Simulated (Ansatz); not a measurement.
**CH8B2O2Si: geometry relaxation (part 1 of 2)**

System: CH8B2O2Si.
Method: RKS B3LYP/6-31G* (Ansatz 0.2.0).

It belongs to a series of runs on one base structure; here: end point B relaxed. Figures and captions count atoms from 1; the log counts them from 0 in places.

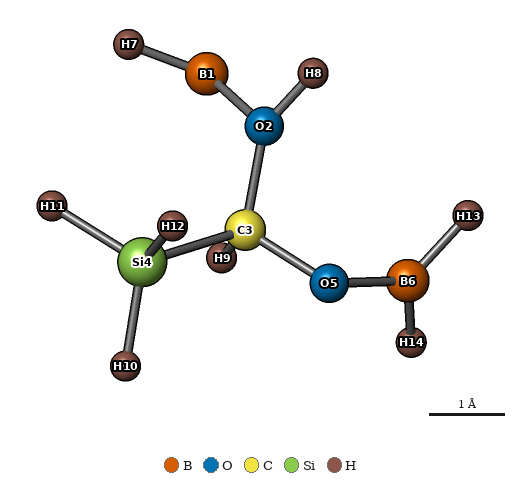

Fig. 1: The input geometry (ball-and-stick view, seen at a tilt; atoms are numbered from 1 in the order of the input). Bond lengths as drawn: B–H 1.13 to 1.19 Å, B–O 1.46 to 1.49 Å, C–H 1.06 Å, C–O 1.41 to 1.42 Å, C–Si 1.96 Å, H–O 0.99 Å and H–Si 1.41 to 1.50 Å.

**Results in brief**

| quantity | value |
| --- | --- |
| outcome | converged |
| total energy | −14487.8665 eV |
| mean-field energy | −14487.8665 eV |
| largest force (length of the vector) at the end | 0.013 eV/Å |
| hardware | 2 threads of AMD EPYC (Zen 5), 16 GiB of memory available, shared host |
| wall time | 80 s (CPU time 2.6 min) |
| peak memory | 0.28 GiB |

**Input**
```yaml
crystal:
  periodic: [false, false, false]
  atoms:
    - { symbol: B, position_ang: [-1.4864, -1.293, 0.8212] }
    - { symbol: O, position_ang: [-0.4102, -0.3398, 1.0793] }
    - { symbol: C, position_ang: [0.1433, 0.1144, -0.1469] }
    - { symbol: Si, position_ang: [1.7264, -0.964, -0.538] }
    - { symbol: O, position_ang: [0.6665, 1.4183, 0.0195] }
    - { symbol: B, position_ang: [-0.4678, 2.3852, 0.0669] }
    - { symbol: H, position_ang: [-1.3204, -2.4087, 0.7226] }
    - { symbol: H, position_ang: [-0.616, -0.12279, 2.02305] }
    - { symbol: H, position_ang: [-0.4909, 0.0742, -0.9918] }
    - { symbol: H, position_ang: [2.3024, -0.4848, -1.7371] }
    - { symbol: H, position_ang: [1.1906, -2.3589, -0.7164] }
    - { symbol: H, position_ang: [2.63, -0.9217, 0.5966] }
    - { symbol: H, position_ang: [-1.0278, 2.6732, 1.0809] }
    - { symbol: H, position_ang: [-0.8789, 2.8753, -0.9158] }
basis:
  gaussian: { orbitals: "6-31G*" }
hamiltonian:
  xc: b3lyp
relax:
  f_tol: 0.02
  max_steps: 50
output:
  orbitals: {}
```

Launched with:
```bash
ansatz run input.yaml --threads 2 --pin off --max-ram 3072MiB --backend cpu --events-out ev --progress --plain --runs-dir out
```

**Output**
```
The last accepted step is kept in [file] (removed where the run ends without a failure and the disk answers)
Engine: ansatz 0.2.0, x86_64-unknown-linux-gnu
Functional definition: B3LYP
  parameter a0 = 0.2
  parameter ax = 0.72
  parameter ac = 0.81
  exchange = (1 - a0 - ax)*slater_x + ax*b88_x + a0*exact_x
  correlation = (1 - ac)*vwn_rpa_c + ac*lyp_c
1217 factors; integrals over basis functions are off by at most 7.1e-4 eV
mean field evaluation 1: about -14480.4193 eV, gradient 4.5e1 eV
mean field evaluation 2: about -14461.0936 eV, gradient 7.8e1 eV
mean field evaluation 4: about -14484.3110 eV, gradient 8.0e0 eV
mean field evaluation 8: about -14484.5541 eV, gradient 2.9e-1 eV
mean field evaluation 16: about -14484.5789 eV, gradient 3.2e-4 eV
mean field -14484.57891231 eV, -532.2984570271 hartree, gradient 5.1e-5 eV, S^2 0.000000; 0 other end points of the search recorded, 0 dependent functions left out
the calculation of the forces begins
reference -14484.57919894 eV, -532.2984675606 hartree; 27, 27 occupied and 83, 83 virtual orbitals, 1217 factors
relax step   1: F+E_penalty+E_count = -14484.57891231 eV  Δ(F+E_penalty+E_count) = +0.000e0 eV  max|allowed force component| = 5.375e0 eV/Å  Δτ_max = 0.0000 Å  (32 SCF iters, accepted)
these checks for a lower state are left out or cut short: starts, cluster_reference, orbital_swaps, neighbouring_geometries, increment
1217 factors; integrals over basis functions are off by at most 7.1e-4 eV
mean field -14486.01711916 eV, -532.3513101542 hartree, gradient 8.9e-5 eV, S^2 0.000000; 0 other end points of the search recorded, 0 dependent functions left out
[... from here on the field's lines of each further geometry are left out, up to the last ...]
relax step   2: F+E_penalty+E_count = -14486.01711916 eV  Δ(F+E_penalty+E_count) = -1.438e0 eV  max|allowed force component| = 2.035e0 eV/Å  Δτ_max = 0.1914 Å  (33 SCF iters, accepted)
relax step   3: F+E_penalty+E_count = -14486.58099617 eV  Δ(F+E_penalty+E_count) = -5.639e-1 eV  max|allowed force component| = 2.825e0 eV/Å  Δτ_max = 0.1937 Å  (36 SCF iters, accepted)
relax step   4: F+E_penalty+E_count = -14486.76819648 eV  Δ(F+E_penalty+E_count) = -1.872e-1 eV  max|allowed force component| = 1.942e0 eV/Å  Δτ_max = 0.1946 Å  (31 SCF iters, accepted)
relax step   5: F+E_penalty+E_count = -14486.96871318 eV  Δ(F+E_penalty+E_count) = -2.005e-1 eV  max|allowed force component| = 1.537e0 eV/Å  Δτ_max = 0.0736 Å  (31 SCF iters, accepted)
relax step   6: F+E_penalty+E_count = -14487.08752031 eV  Δ(F+E_penalty+E_count) = -1.188e-1 eV  max|allowed force component| = 7.799e-1 eV/Å  Δτ_max = 0.1996 Å  (31 SCF iters, accepted)
relax step   7: F+E_penalty+E_count = -14487.14826529 eV  Δ(F+E_penalty+E_count) = -6.074e-2 eV  max|allowed force component| = 5.731e-1 eV/Å  Δτ_max = 0.1997 Å  (31 SCF iters, accepted)
relax step   8: F+E_penalty+E_count = -14487.28719487 eV  Δ(F+E_penalty+E_count) = -1.389e-1 eV  max|allowed force component| = 5.720e-1 eV/Å  Δτ_max = 0.1939 Å  (31 SCF iters, accepted)
relax step   9: F+E_penalty+E_count = -14487.45268189 eV  Δ(F+E_penalty+E_count) = -1.655e-1 eV  max|allowed force component| = 7.058e-1 eV/Å  Δτ_max = 0.1954 Å  (30 SCF iters, accepted)
relax step  10: F+E_penalty+E_count = -14487.58673969 eV  Δ(F+E_penalty+E_count) = -1.341e-1 eV  max|allowed force component| = 8.548e-1 eV/Å  Δτ_max = 0.1944 Å  (30 SCF iters, accepted)
relax step  11: F+E_penalty+E_count = -14487.66744346 eV  Δ(F+E_penalty+E_count) = -8.070e-2 eV  max|allowed force component| = 1.343e0 eV/Å  Δτ_max = 0.2000 Å  (35 SCF iters, accepted)
relax step  12: F+E_penalty+E_count = -14487.73390863 eV  Δ(F+E_penalty+E_count) = -6.647e-2 eV  max|allowed force component| = 1.000e0 eV/Å  Δτ_max = 0.0928 Å  (29 SCF iters, accepted)
relax step  13: F+E_penalty+E_count = -14487.76110429 eV  Δ(F+E_penalty+E_count) = -2.720e-2 eV  max|allowed force component| = 6.030e-1 eV/Å  Δτ_max = 0.1209 Å  (30 SCF iters, accepted)
relax step  14: F+E_penalty+E_count = -14487.79976151 eV  Δ(F+E_penalty+E_count) = -3.866e-2 eV  max|allowed force component| = 6.507e-1 eV/Å  Δτ_max = 0.1999 Å  (30 SCF iters, accepted)
relax step  15: F+E_penalty+E_count = -14487.81693956 eV  Δ(F+E_penalty+E_count) = -1.718e-2 eV  max|allowed force component| = 1.176e-1 eV/Å  Δτ_max = 0.0676 Å  (30 SCF iters, accepted)
relax step  16: F+E_penalty+E_count = -14487.82589252 eV  Δ(F+E_penalty+E_count) = -8.953e-3 eV  max|allowed force component| = 8.082e-2 eV/Å  Δτ_max = 0.1006 Å  (30 SCF iters, accepted)
relax step  17: F+E_penalty+E_count = -14487.83030609 eV  Δ(F+E_penalty+E_count) = -4.414e-3 eV  max|allowed force component| = 3.097e-1 eV/Å  Δτ_max = 0.1951 Å  (29 SCF iters, accepted)
relax step  18: F+E_penalty+E_count = -14487.83371033 eV  Δ(F+E_penalty+E_count) = -3.404e-3 eV  max|allowed force component| = 1.167e-1 eV/Å  Δτ_max = 0.0267 Å  (31 SCF iters, accepted)
relax step  19: F+E_penalty+E_count = -14487.83645761 eV  Δ(F+E_penalty+E_count) = -2.747e-3 eV  max|allowed force component| = 9.373e-2 eV/Å  Δτ_max = 0.0660 Å  (29 SCF iters, accepted)
relax step  20: F+E_penalty+E_count = -14487.83693912 eV  Δ(F+E_penalty+E_count) = -4.815e-4 eV  max|allowed force component| = 2.665e-1 eV/Å  Δτ_max = 0.1429 Å  (30 SCF iters, accepted)
relax step  21: F+E_penalty+E_count = -14487.83192615 eV  Δ(F+E_penalty+E_count) = +5.013e-3 eV  max|allowed force component| = 3.196e-1 eV/Å  Δτ_max = 0.0838 Å  (30 SCF iters, rejected (line search))
relax step  22: F+E_penalty+E_count = -14487.84080470 eV  Δ(F+E_penalty+E_count) = -3.866e-3 eV  max|allowed force component| = 1.074e-1 eV/Å  Δτ_max = 0.0418 Å  (31 SCF iters, accepted)
relax step  23: F+E_penalty+E_count = -14487.83991969 eV  Δ(F+E_penalty+E_count) = +8.850e-4 eV  max|allowed force component| = 1.606e-1 eV/Å  Δτ_max = 0.0267 Å  (31 SCF iters, rejected (line search))
relax step  24: F+E_penalty+E_count = -14487.84233118 eV  Δ(F+E_penalty+E_count) = -1.526e-3 eV  max|allowed force component| = 4.189e-2 eV/Å  Δτ_max = 0.0128 Å  (30 SCF iters, accepted)
relax step  25: F+E_penalty+E_count = -14487.84249689 eV  Δ(F+E_penalty+E_count) = -1.657e-4 eV  max|allowed force component| = 5.010e-2 eV/Å  Δτ_max = 0.0270 Å  (30 SCF iters, accepted)
relax step  26: F+E_penalty+E_count = -14487.84287687 eV  Δ(F+E_penalty+E_count) = -3.800e-4 eV  max|allowed force component| = 4.940e-2 eV/Å  Δτ_max = 0.0350 Å  (31 SCF iters, accepted)
relax step  27: F+E_penalty+E_count = -14487.84323259 eV  Δ(F+E_penalty+E_count) = -3.557e-4 eV  max|allowed force component| = 3.355e-2 eV/Å  Δτ_max = 0.0136 Å  (24 SCF iters, accepted)
relax step  28: F+E_penalty+E_count = -14487.84327420 eV  Δ(F+E_penalty+E_count) = -4.161e-5 eV  max|allowed force component| = 3.393e-2 eV/Å  Δτ_max = 0.0053 Å  (24 SCF iters, accepted)
relax step  29: F+E_penalty+E_count = -14487.84334796 eV  Δ(F+E_penalty+E_count) = -7.375e-5 eV  max|allowed force component| = 1.683e-2 eV/Å  Δτ_max = 0.0108 Å  (24 SCF iters, accepted)
relax step  30: F+E_penalty+E_count = -14487.84346054 eV  Δ(F+E_penalty+E_count) = -1.126e-4 eV  max|allowed force component| = 2.991e-2 eV/Å  Δτ_max = 0.0259 Å  (26 SCF iters, accepted)
relax step  31: F+E_penalty+E_count = -14487.84372221 eV  Δ(F+E_penalty+E_count) = -2.617e-4 eV  max|allowed force component| = 4.107e-2 eV/Å  Δτ_max = 0.0588 Å  (30 SCF iters, accepted)
relax step  32: F+E_penalty+E_count = -14487.84459141 eV  Δ(F+E_penalty+E_count) = -8.692e-4 eV  max|allowed force component| = 1.417e-1 eV/Å  Δτ_max = 0.1963 Å  (30 SCF iters, accepted)
relax step  33: F+E_penalty+E_count = -14487.84707547 eV  Δ(F+E_penalty+E_count) = -2.484e-3 eV  max|allowed force component| = 1.056e-1 eV/Å  Δτ_max = 0.0925 Å  (30 SCF iters, accepted)
relax step  34: F+E_penalty+E_count = -14487.85292349 eV  Δ(F+E_penalty+E_count) = -5.848e-3 eV  max|allowed force component| = 1.493e-1 eV/Å  Δτ_max = 0.1954 Å  (29 SCF iters, accepted)
relax step  35: F+E_penalty+E_count = -14487.84989530 eV  Δ(F+E_penalty+E_count) = +3.028e-3 eV  max|allowed force component| = 4.858e-1 eV/Å  Δτ_max = 0.1950 Å  (30 SCF iters, rejected (line search))
relax step  36: F+E_penalty+E_count = -14487.85858316 eV  Δ(F+E_penalty+E_count) = -5.660e-3 eV  max|allowed force component| = 1.692e-1 eV/Å  Δτ_max = 0.0935 Å  (30 SCF iters, accepted)
relax step  37: F+E_penalty+E_count = -14487.86388507 eV  Δ(F+E_penalty+E_count) = -5.302e-3 eV  max|allowed force component| = 5.610e-2 eV/Å  Δτ_max = 0.0975 Å  (29 SCF iters, accepted)
relax step  38: F+E_penalty+E_count = -14487.86477131 eV  Δ(F+E_penalty+E_count) = -8.862e-4 eV  max|allowed force component| = 8.303e-2 eV/Å  Δτ_max = 0.0612 Å  (29 SCF iters, accepted)
relax step  39: F+E_penalty+E_count = -14487.86559887 eV  Δ(F+E_penalty+E_count) = -8.276e-4 eV  max|allowed force component| = 2.738e-2 eV/Å  Δτ_max = 0.0149 Å  (26 SCF iters, accepted)
relax step  40: F+E_penalty+E_count = -14487.86586861 eV  Δ(F+E_penalty+E_count) = -2.697e-4 eV  max|allowed force component| = 2.213e-2 eV/Å  Δτ_max = 0.0163 Å  (25 SCF iters, accepted)
relax step  41: F+E_penalty+E_count = -14487.86591969 eV  Δ(F+E_penalty+E_count) = -5.107e-5 eV  max|allowed force component| = 4.868e-2 eV/Å  Δτ_max = 0.0225 Å  (30 SCF iters, accepted)
relax step  42: F+E_penalty+E_count = -14487.86606917 eV  Δ(F+E_penalty+E_count) = -1.495e-4 eV  max|allowed force component| = 6.103e-2 eV/Å  Δτ_max = 0.0169 Å  (25 SCF iters, accepted)
the calculation of the forces begins
reference -14487.86650980 eV, -532.4192740064 hartree; 27, 27 occupied and 83, 83 virtual orbitals, 1217 factors
relax step  43: F+E_penalty+E_count = -14487.86622395 eV  Δ(F+E_penalty+E_count) = -1.548e-4 eV  max|allowed force component| = 1.032e-2 eV/Å  Δτ_max = 0.0062 Å  (25 SCF iters, accepted)
1217 factors; integrals over basis functions are off by at most 7.8e-4 eV
mean field evaluation 320: about -14487.8662 eV, gradient 5.7e-3 eV
```

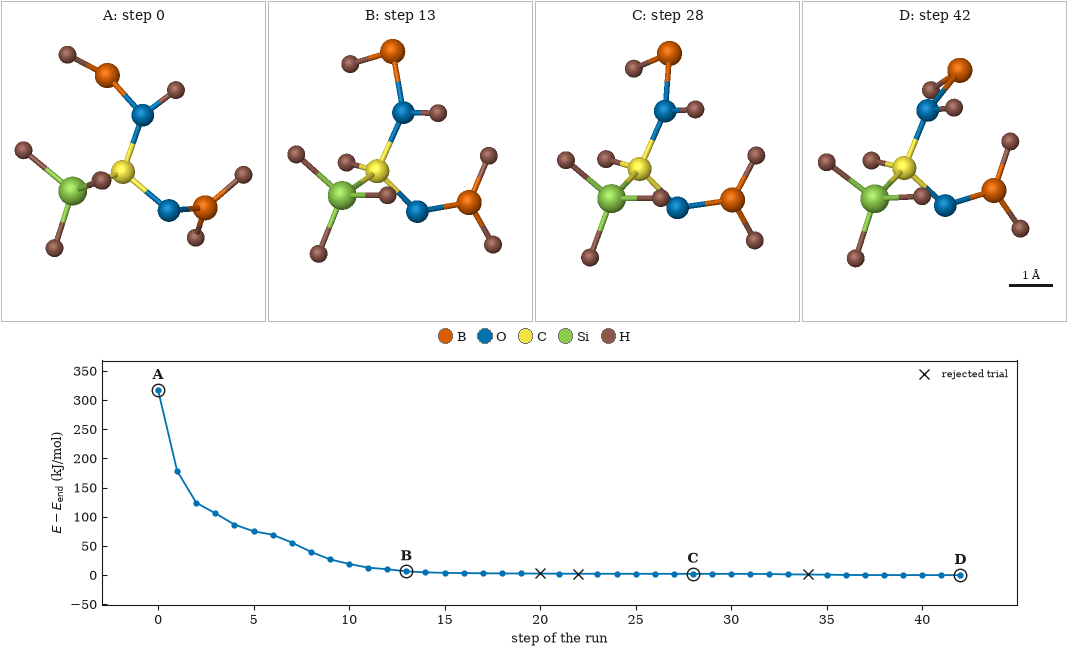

Fig. 2: Frames of the relaxation (ball-and-stick view, seen at a tilt) above the curves, on which the letters mark them (the first geometry is step 0 here and step 1 in the log).

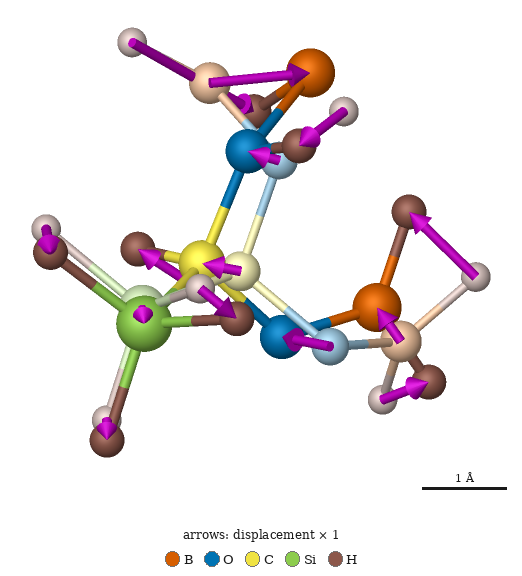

Fig. 3: Start (faint) and end (solid) with the displacements as pink arrows, at true length (ball-and-stick view, seen at a tilt). The two geometries are laid on each other by the best rigid fit. The energy falls by 317.2 kJ/mol in 42 geometry steps. The largest force component goes from 5.4 to 0.01 eV/Å. The line search rejected the trial steps at points 20, 22, 34 (counted from 0) and went back. The atom that moves furthest after the best rigid fit is H7 (2.40 Å). By element the largest moves are H 2.40 Å, B 1.27 Å, O 0.85 Å, C 0.48 Å, Si 0.29 Å. Distances before and after: B1–O2 1.461 → 1.711 Å, O5–B6 1.491 → 1.358 Å, B1–H7 1.132 → 1.242 Å, Si4–H10 1.414 → 1.482 Å. Among the angles that change: C3–O2–H8 146.5° → 113.6°, O2–B1–H7 123.4° → 94.9°, C3–O5–B6 108.7° → 126.3°. (Atoms are counted from 1 in the order of the input.)
